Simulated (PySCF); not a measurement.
# Silicon: the same states on changed settings

Aim: see what changed settings do to total energies and their difference. The change: a valence shell is frozen, unsound on purpose. A sound run of the same states serves as the yardstick.

Method: unrestricted determinants in a Gaussian basis, no spin-orbit coupling in the energies. Code: PySCF 2.14.0.

6 further runs of the same task are left out: 6 that didn't finish.

## 1. The atom as given

| Quantity | Value |
| --- | --- |
| Element | silicon (Z = 14) |
| Basis | x2c-SVPall (4s3p1d, 18 functions) |
| Hamiltonian | scalar relativity by spin-free X2C-1e |
| State 1 | Si: [Ne] 3s2 3p2, high-spin 3P determinant |
| Methods | MP2, CCSD(T) |
| Core shells frozen in the correlated runs | valence: [Ne] 3s2 (for Si) |

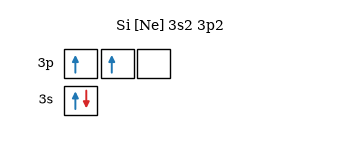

Occupation of the outer shells (arrows by Hund's rule).

The sound run (x2c-SVPall, the spin-free X2C one-electron Hamiltonian (Gaussian nucleus), symmetry-adapted start, fine grid, valence correlation) gave:

| species | method | energy (hartree) |
| --- | --- | --- |
| Si | UHF | -289.34811 |
| Si | PBE | -289.72603 |
| Si | MN15 | -289.81532 |
| Si | MP2 (valence) | -289.39163 |
| Si | CCSD(T) (valence) | -289.41052 |
| Si⁺ | UHF | -289.06759 |
| Si⁺ | PBE | -289.42602 |
| Si⁺ | MN15 | -289.51934 |
| Si⁺ | MP2 (valence) | -289.10280 |
| Si⁺ | CCSD(T) (valence) | -289.12116 |

The runs were made by one driver on top of PySCF. The scripts below sum up each run's settings (the driver also hands on starting orbitals that pick excited configurations, and frozen orbitals as a list rather than a count), and the logs come from the driver's own runs. The driver starts from symmetry-adapted Hartree-Fock orbitals, holds the occupation by maximum overlap and uses a logarithmic radial grid for functionals, so a plain start would take other cycles.

It was started by

```console
$ OMP_NUM_THREADS=1 python atomrun2.py TASK.json OUT
```

The integrals over 18 functions and the set-up took 0.01 s of CPU time.

## 2. Changed run, Si, method by method

MP2 (valence):

File input.py:

```python
from pyscf import gto, scf, dft, mp, cc
import basis_set_exchange as bse
mol = gto.M(atom="Si 0 0 0", charge=0, spin=2, symmetry="D2h",
            basis=gto.basis.parse(bse.get_basis("x2c-SVPall", elements=["Si"], fmt="nwchem", header=False)),
            nucmod="G")
mf = scf.UHF(mol).sfx2c1e()
mf.irrep_nelec = {'Ag': (3, 3), 'B1u': (2, 1), 'B2u': (2, 1), 'B3u': (1, 1)}
mf.kernel()
mp.UMP2(mf, frozen=6).kernel()
```

No log was kept for this step.

It took 0.01 s on 1 thread of Neoverse-V2, shared host, the integrals not counted.

With 2 electrons correlated, the MP2 correlation energy is -0.00405 hartree (-0.00405 same spin, 0.00000 opposite spin); the SCS form gives -0.00135. Largest pairs of shells: 3p-3p -0.0041.

CCSD(T) (valence):

input.py, as changed from the run before:

```diff
@@ -8,2 +8,3 @@
 mf.kernel()
-mp.UMP2(mf, frozen=6).kernel()
+mycc = cc.CCSD(mf, frozen=6).run()
+mycc.ccsd_t()
```

Standard output:

```text
CC2 = 0
CCSD nocc = (np.int64(2), np.int64(0)), nmo = (12, 12)
frozen orbitals [[0, 1, 2, 3, 4, 5], [0, 1, 2, 3, 4, 5]]
max_cycle = 100
direct = 0
conv_tol = 1e-08
conv_tol_normt = 1e-06
diis_space = 8
diis_start_cycle = 0
Init t2, MP2 energy = -0.00405183090319275
Init E_corr(UCCSD) = -0.00405183090320501
cycle = 1  E_corr(UCCSD) = -0.00526288683319909  dE = -0.00121105593  norm(t1,t2) = 0.0144637
cycle = 2  E_corr(UCCSD) = -0.00562828925907355  dE = -0.000365402426  norm(t1,t2) = 0.00459116
cycle = 3  E_corr(UCCSD) = -0.00579314208442282  dE = -0.000164852825  norm(t1,t2) = 0.0015015
cycle = 4  E_corr(UCCSD) = -0.00579121568973292  dE = 1.92639469e-06  norm(t1,t2) = 8.09758e-05
cycle = 5  E_corr(UCCSD) = -0.0057912620713243  dE = -4.63815914e-08  norm(t1,t2) = 2.23393e-06
cycle = 6  E_corr(UCCSD) = -0.00579125298823922  dE = 9.08308508e-09  norm(t1,t2) = 1.31889e-07
UCCSD converged
E(UCCSD) = -289.3539051441073  E_corr = -0.005791252988239215
```

It took 0.02 s on 1 thread of Neoverse-V2, shared host, the integrals not counted.

CCSD correlation -0.00579 hartree, triples 0.00000; total -289.353905. T1 = 0.003, largest double amplitude 0.054. With two correlated electrons the triples vanish and CCSD is exact in this space.

## 3. Against the sound run

| species | method | converged | energy less sound run (eV) |
| --- | --- | --- | --- |
| Si | MP2 (valence) | yes | +1.0738 |
| Si | CCSD(T) (valence) | yes | +1.5404 |

Ionisation energy of Si:

| method | sound run (eV) | changed run (eV) | shift (eV) |
| --- | --- | --- | --- |
| UHF | 7.633 | 7.633 | +0.000 |
| MP2 | 7.859 | 7.744 | -0.116 |
| SCS-MP2 | 7.792 | 7.670 | -0.122 |
| CCSD | 7.865 | 7.791 | -0.074 |
| CCSD(T) | 7.874 | 7.791 | -0.083 |

## 4. What came out

| quantity | value |
| --- | --- |
| change | a valence shell is frozen |
| runs converged | 2 of 2 |
| largest shift of a converged total energy | 1.54 eV |
| largest shift of the ionisation energy | -0.122 eV (SCS-MP2) |

What this shows: The ionisation energy moves by up to 0.12 eV, at SCS-MP2. Freezing a valence shell removes pair correlation that changes on ionisation. The setting is unsound on purpose, so these numbers are no properties of the atom.
